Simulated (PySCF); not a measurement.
# NbI₂: one geometry, several methods

How much do the numbers for NbI₂ (broken-symmetry (Ms = 1/2)) hang on the method? All levels run at one geometry, the PBE0 minimum.

Method: several methods, basis Nb def2-SVP with ECP28, I def2-SVP with ECP28, scalar-relativistic core potentials, no spin–orbit coupling, density fitting; program: PySCF 2.14.0.

### 1 Starting geometry

3 atoms, charge 0, spin multiplicity 2.

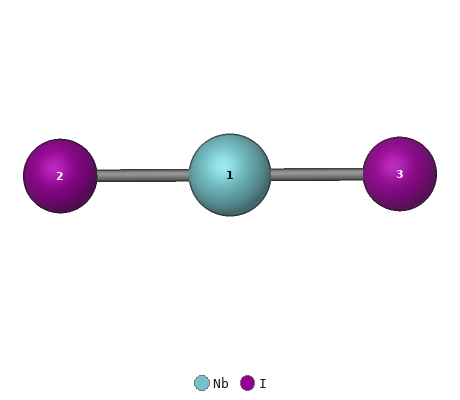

Start geometry, drawn with niobium teal, iodine purple; atoms are numbered from 1 in the order of the file.

```xyz
3
charge 0 multiplicity 2
Nb    0.0000    0.0000    0.0000
I     0.0000    0.0000    2.6436
I     0.0000    0.0000   -2.6436
```

### 2 PBE0

The steps are one call of a driver around PySCF; scf.py gives each level's set-up. Each SCF starts from the density of the minimum. The driver also runs the species with one electron less or more at the same geometry (one less: multiplicity 3, one more: multiplicity 3); their logs are not shown.

Input file scf.py:

```python
from pyscf import gto, scf, dft
mol = gto.M(atom='''
Nb    -0.000000     0.000000     0.000000
I     -0.000000    -0.000000     2.643645
I      0.000000     0.000000    -2.643645''',
    basis={'Nb': 'def2-SVP', 'I': 'def2-SVP'},
    ecp={'Nb': 'def2-SVP', 'I': 'def2-SVP'},
    charge=0, spin=1)
mf = dft.UKS(mol, xc='PBE0')
mf.grids.atom_grid = (99, 590)
aux = {'Nb': 'def2-universal-JKFIT', 'I': 'def2-universal-JKFIT'}
mf = mf.density_fit(auxbasis=aux)
mf.kernel()
```

### 3 HF

Edit scf.py of step 2 so:

```diff
@@ -9,2 +9 @@
-mf = dft.UKS(mol, xc='PBE0')
-mf.grids.atom_grid = (99, 590)
+mf = scf.UHF(mol)
```

### 4 MP2

Edit scf.py of step 3 so:

```diff
@@ -12,0 +13,2 @@
+from pyscf.mp import dfump2
+dfump2.DFUMP2(mf, frozen=8).kernel()  # the driver gives MP2 a fitting basis of its own (RI)
```

### 5 PBE

Edit scf.py of step 4 so:

```diff
@@ -9 +9,2 @@
-mf = scf.UHF(mol)
+mf = dft.UKS(mol, xc='PBE')
+mf.grids.atom_grid = (99, 590)
@@ -13,2 +13,0 @@
-from pyscf.mp import dfump2
-dfump2.DFUMP2(mf, frozen=8).kernel()  # the driver gives MP2 a fitting basis of its own (RI)
```

### 6 r2SCAN

Edit scf.py of step 5 so:

```diff
@@ -9 +9 @@
-mf = dft.UKS(mol, xc='PBE')
+mf = dft.UKS(mol, xc='R2SCAN')
```

### 7 B3LYP

Edit scf.py of step 6 so:

```diff
@@ -9 +9 @@
-mf = dft.UKS(mol, xc='R2SCAN')
+mf = dft.UKS(mol, xc='B3LYP')
```

### 8 TPSSh

Edit scf.py of step 7 so:

```diff
@@ -9 +9 @@
-mf = dft.UKS(mol, xc='B3LYP')
+mf = dft.UKS(mol, xc='TPSSH')
```

### 9 M06-2X

Edit scf.py of step 8 so:

```diff
@@ -9 +9 @@
-mf = dft.UKS(mol, xc='TPSSH')
+mf = dft.UKS(mol, xc='M062X')
```

(Steps that only read results are left out.)

Before running it: what results should come out? Wanted: atomisation energy, range; vertical ionisation energy, range; vertical electron affinity, range; orbital gap, range.

As calculated:

```
                         quantity                           value
        atomisation energy, range    392 (HF) to 663 (PBE) kJ/mol
vertical ionisation energy, range  7.22 (MP2) to 7.97 (M06-2X) eV
vertical electron affinity, range   0.97 (HF) to 1.97 (M06-2X) eV
               orbital gap, range     0.62 (PBE) to 10.35 (HF) eV
```

In words: The atomisation energy spreads over 271 kJ/mol, from HF to PBE; without a CCSD(T) value for it there is no yardstick here. Spin contamination is strong in at least one of the open-shell species at PBE0, HF, MP2, PBE, r2SCAN, B3LYP, TPSSh, M06-2X. Without diffuse functions electron affinities tend to come out too low. The determinant is spin-contaminated (⟨S²⟩ = 1.71, pure value 0.75). Other spin states or occupations of the open shell can lie lower. Spin–orbit coupling, left out here, can matter for elements this heavy.
